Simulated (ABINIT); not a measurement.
# LiH (Fm-3m): G0W0 in ABINIT against the bands in the self-energy, part 2 of 2

How does the gap of LiH (Fm-3m) converge in the bands in the self-energy?

ABINIT 10.8.3; PBE and many-body steps on it, plane waves. Known limits of the many-body steps: not at the basis limit.

So far. Step 2 (Screening, 8×8×8 mesh, 308 bands, screening to 435.4 eV): Local fields lower ε∞ by 9 %.

The database entry behind the starting cell differs from later determinations by our own check (the deuteride, about 0.2 % short), so it need not match the best structure at ambient conditions.

### 6. 79 bands

Level of this step: G0W0 on PBE, plane waves, norm-conserving pseudopotentials (ABINIT).

The self-energy is evaluated for the states that the input lists, and the levels follow from it, in one-shot runs by the linearised quasiparticle equation.

run.abi reads:

```
acell 3*1.0 Angstrom
rprim 
  -0.000000000000 2.036750000000 2.036750000000
  2.036750000000 -0.000000000000 2.036750000000
  2.036750000000 2.036750000000 -0.000000000000
ntypat 2
znucl 3 1
natom 2
typat 1 2
xred 
  0.000000000000 0.000000000000 0.000000000000
  0.500000000000 0.500000000000 0.500000000000
pp_dirpath "pseudos"
pseudos "Li.upf, H.upf"
ecut 33
ngkpt 8 8 8
nshiftk 1
shiftk 0 0 0
kptopt 1
chksymbreak 0
istwfk *1
occopt 1
irdwfk 1
optdriver 4
nband 79
gwcalctyp 0
ecutsigx 33
symsigma 1
nkptgw 2
kptgw 
  0.5000000000 0.5000000000 0.0000000000
  0.0000000000 0.0000000000 0.0000000000
bdgw 
  1 5
  1 6
ecuteps 16
irdscr 1
ppmodel 1
indata_prefix "in"
outdata_prefix "out"
tmpdata_prefix "tmp"
```

On the command line:

```bash
> OMP_NUM_THREADS=1 mpirun -n 4 abinit run.abi > log
```

What it wrote:

```text
.Version 10.8.3 of ABINIT. v10.8.2 released Aug 2026.

 Symmetries : space group Fm -3 m (#225); Bravais cF (face-center cubic)
[... echo of the input left out ...]
== DATASET  1 ==================================================================
-   mpi_nproc: 4, omp_nthreads: 1 (-1 if OMP is not activated)

--- !DatasetInfo
iteration_state: {dtset: 1, }
dimensions: {natom: 2, nkpt: 29, mband: 79, nsppol: 1, nspinor: 1, nspden: 1, mpw: 1056, }
cutoff_energies: {ecut:  33.0, pawecutdg:  -1.0, }
[...]
Band     E0 <VxcDFT>   SigX SigC(E0)      Z dSigC/dE  Sig(E)    E-E0       E
[...]
5  17.057  -8.964  -2.438  -5.396   0.718  -0.392  -8.152   0.812  17.868
        6  17.057  -8.964  -2.438  -5.396   0.718  -0.392  -8.152   0.812  17.868

== END DATASET(S) ==============================================================
================================================================================

 -outvars: echo values of variables after computation  --------
           etotal      0.0000000000E+00
            nband          79
             nkpt          29
          spgroup         225
 [... the other variables as echoed above ...]

 Calculation completed.
```

Run time: 53 s. Hardware: 4 MPI ranks of AMD EPYC 7R43, shared host; peak memory 1.7 GiB; 3.5 min of CPU time.

This step gave:

| Item | Value |
| --- | --- |
| G0W0 gap on the points computed | 4.976 eV |
| starting gap on the mesh | 3.022 eV |
| k of the valence top | 0.5, 0.5, 0 |
| k of the conduction bottom | 0.5, 0.5, 0 |
| least direct G0W0 gap on the computed points | 4.976 eV |

The gap on the mesh goes from 3.02 eV to 4.98 eV, a correction of +1.95 eV.

### 7. 181 bands

Changes to run.abi since step 6:

```diff
@@ -24,3 +24,3 @@
 optdriver 4
-nband 79
+nband 181
 gwcalctyp 0
```

What it wrote:

```text
.Version 10.8.3 of ABINIT. v10.8.2 released Aug 2026.

 Symmetries : space group Fm -3 m (#225); Bravais cF (face-center cubic)
[... echo of the input left out ...]
== DATASET  1 ==================================================================
-   mpi_nproc: 4, omp_nthreads: 1 (-1 if OMP is not activated)

--- !DatasetInfo
iteration_state: {dtset: 1, }
dimensions: {natom: 2, nkpt: 29, mband: 181, nsppol: 1, nspinor: 1, nspden: 1, mpw: 1056, }
cutoff_energies: {ecut:  33.0, pawecutdg:  -1.0, }
[...]
Band     E0 <VxcDFT>   SigX SigC(E0)      Z dSigC/dE  Sig(E)    E-E0       E
[...]
5  17.057  -8.964  -2.438  -5.446   0.718  -0.392  -8.188   0.776  17.832
        6  17.057  -8.964  -2.438  -5.446   0.718  -0.392  -8.188   0.776  17.832

== END DATASET(S) ==============================================================
================================================================================

 -outvars: echo values of variables after computation  --------
           etotal      0.0000000000E+00
            nband         181
             nkpt          29
          spgroup         225
 [... the other variables as echoed above ...]

 Calculation completed.
```

Run time: 1.8 min. Hardware: 4 MPI ranks; peak memory 2.4 GiB; 7.4 min of CPU time.

Numbers from this step:

```yaml
g0w0_gap_on_the_points_computed: 4.996 eV
starting_gap_on_the_mesh: 3.022 eV
k_of_the_valence_top: 0.5, 0.5, 0
k_of_the_conduction_bottom: 0.5, 0.5, 0
least_direct_g0w0_gap_on_the_computed_points: 4.996 eV
```

Against the run before, the gap moves by +0.020 eV.

### 8. 308 bands

Changes to run.abi since step 7:

```diff
@@ -24,3 +24,3 @@
 optdriver 4
-nband 181
+nband 308
 gwcalctyp 0
```

What it wrote:

```text
.Version 10.8.3 of ABINIT. v10.8.2 released Aug 2026.

 Symmetries : space group Fm -3 m (#225); Bravais cF (face-center cubic)
[... echo of the input left out ...]
== DATASET  1 ==================================================================
-   mpi_nproc: 4, omp_nthreads: 1 (-1 if OMP is not activated)

--- !DatasetInfo
iteration_state: {dtset: 1, }
dimensions: {natom: 2, nkpt: 29, mband: 308, nsppol: 1, nspinor: 1, nspden: 1, mpw: 1056, }
cutoff_energies: {ecut:  33.0, pawecutdg:  -1.0, }
[...]
Band     E0 <VxcDFT>   SigX SigC(E0)      Z dSigC/dE  Sig(E)    E-E0       E
[...]
5  17.057  -8.964  -2.438  -5.461   0.718  -0.392  -8.199   0.765  17.822
        6  17.057  -8.964  -2.438  -5.461   0.718  -0.392  -8.199   0.765  17.822

== END DATASET(S) ==============================================================
================================================================================

 -outvars: echo values of variables after computation  --------
           etotal      0.0000000000E+00
            nband         308
             nkpt          29
          spgroup         225
 [... the other variables as echoed above ...]

 Calculation completed.
```

Run time: 3.1 min. Hardware: 4 MPI ranks; peak memory 3.2 GiB.

Numbers from this step:

- G0W0 gap on the points computed: 4.999 eV
- starting gap on the mesh: 3.022 eV
- k of the valence top: 0.5, 0.5, 0
- k of the conduction bottom: 0.5, 0.5, 0
- least direct G0W0 gap on the computed points: 4.999 eV

Against the run before, the gap moves by +0.003 eV.

### 9. Side by side

Times are wall times on 4 MPI ranks of AMD EPYC 7R43, shared host, good to a factor of about two. A run's time includes the screening step that it read.

```tsv
run	mesh	bands	screening cutoff (eV)	DFT gap (eV)	gap on the mesh (eV)	direct (eV)	ε∞ used	time
10 bands	8×8×8	10	435.4	3.022	4.769	4.769	4.01	5.4 min
11 bands	8×8×8	11	435.4	3.022	4.778	4.778	4.01	5.4 min
29 bands	8×8×8	29	435.4	3.022	4.906	4.906	4.01	5.6 min
79 bands	8×8×8	79	435.4	3.022	4.976	4.976	4.01	6.1 min
181 bands	8×8×8	181	435.4	3.022	4.996	4.996	4.01	7.1 min
308 bands	8×8×8	308	435.4	3.022	4.999	4.999	4.01	8.3 min
```

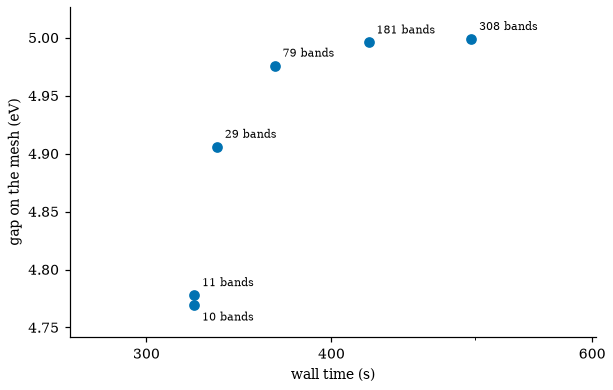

Result against wall time.

### 10. Results

```json
{
  "10 bands": "4.769 eV",
  "11 bands": "4.778 eV",
  "29 bands": "4.906 eV",
  "79 bands": "4.976 eV",
  "181 bands": "4.996 eV",
  "308 bands": "4.999 eV",
  "known limits": "not at the basis limit"
}
```

What this shows: The setting moved: bands in the self-energy. From 10 bands to 308 bands the gap moves by +0.23 eV. It holds to 0.03 eV from 79 bands on. Bands and screening cutoff are coupled, so a series along one setting does not show full convergence. Bands and cutoff are finite, so the gap is not at the basis limit. The miss can reach some tenths of an eV and take either sign; the mesh is an error of its own. In the G0W0 runs levels were corrected at 2 k points alone, so a gap called «on the mesh» is the least over those, and an edge elsewhere would be missed.

[Paths, hosts, dates, memory and timing lines, banners, echoed tables and standing remarks are left out of the program output.]

[Logs are printed without paths, hosts, clocks, repeated set-up lines and the standing remarks that a program may print on its own settings, such as how far it seeks lower states.]

[Runs of the session that timed out or met a known fault of the program may be left out.]

[Hosts, paths, dates, database ids (printed as entryN), source tags and the programs' standing remarks are cut or masked in the printed files.]

[G0W0 gaps are taken among the corrected bands and points alone; a level outside them can change the order at an edge.]

[Where Ansatz stands beside ABINIT at settings called matched, ABINIT's density can come from a denser mesh and the files from another edition; pairs whose starting gaps differed by over 0.03 eV were left out, so agreement reads better than it is.]
